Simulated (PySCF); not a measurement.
## Electronic structure of C$_{3}$H$_{6}$O$_{4}$Si in real space

The calculation's input:

```
{"job": {"kind": "nmr", "xc": "PBE0", "basis": "pcSseg-1"}, "charge": 0, "multiplicity": 1}
C     -2.760382    -0.495074     0.271047
C     -1.588187     0.406583     0.054588
O     -1.639401     1.595330    -0.147649
O     -0.412213    -0.236120     0.094382
Si     0.962173     0.740115    -0.180532
C      2.382060    -0.551919    -0.069434
O      2.260159    -1.725521     0.152961
O      3.574018     0.032953    -0.278631
H     -3.683184     0.093186     0.314025
H     -2.814316    -1.220252    -0.554916
H     -2.622019    -1.072219     1.196178
H      0.946838     1.329091    -1.542271
H      1.135355     1.751133     0.891728
H      4.252277    -0.662061    -0.209290
```

Run with:

```sh
OMP_NUM_THREADS=1 python probes_run.py task.json out
```

Geometry: PBE0-D3(BJ)/def2-SVP.

Theory: PBE0/pcSseg-1, SCF density, gas phase, non-relativistic (PySCF).

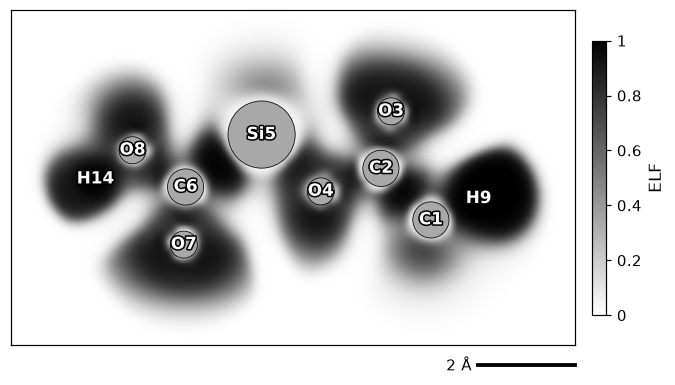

Figure 1. Electron localisation function on the plane of atoms O3, C2 and O4. Grey discs cover the atomic cores.

**Describe what can be read from this map.**

- The plane passes through C, O, Si and H nuclei.
- C–O (1.20 Å): the ELF peaks at about 0.85 between the atoms (a multiple bond).
- C–C (1.49 Å): the ELF peaks at about 0.95 between the atoms; a covalent bond.
- Si–O (1.71 Å): the ELF peaks at about 0.90 between the atoms; a shared but strongly polarised pair.
- C–Si (1.92 Å): the ELF peaks at about 1 between the atoms: a covalent bond.
- O–H (0.97 Å): the ELF climbs to about 1 towards the hydrogen, as it does in any bond to H: an ordinary covalent bond to hydrogen.
- The ELF also peaks beside O7, O4, O8 and O3, away from the bonds: lone-pair regions.

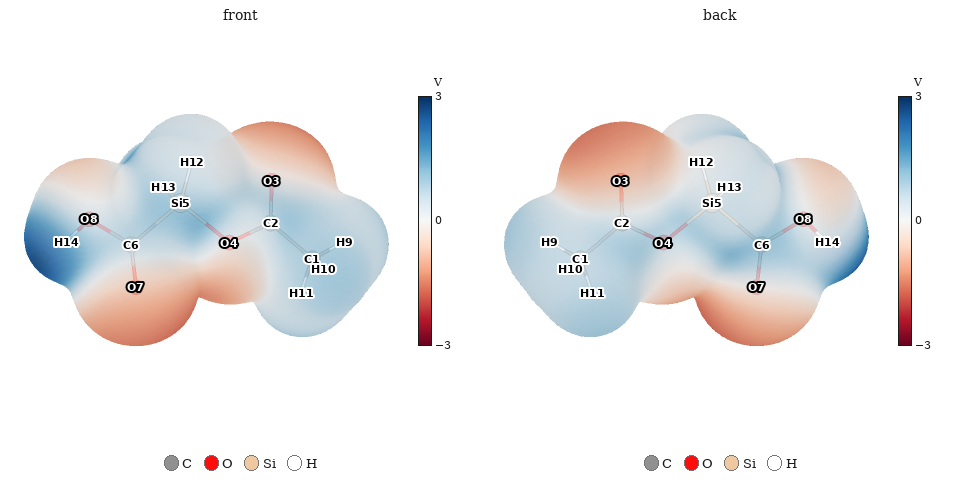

Figure 2. The molecular electrostatic potential painted on the density surface at 0.002 e/bohr³, seen from the front and from behind; the colour scale runs from red (negative) to blue (positive).

**Which sites attract a positive test charge, and which a negative one?**

A positive charge is drawn to the negative regions and a negative charge to the positive ones. The most negative region (about −1.6 V) lies over O7, the most positive (about +2.6 V) over H14. O7 is the likeliest acceptor of a hydrogen bond.

**How polar is the molecule by this calculation?**

Its dipole moment is 0.66 D.
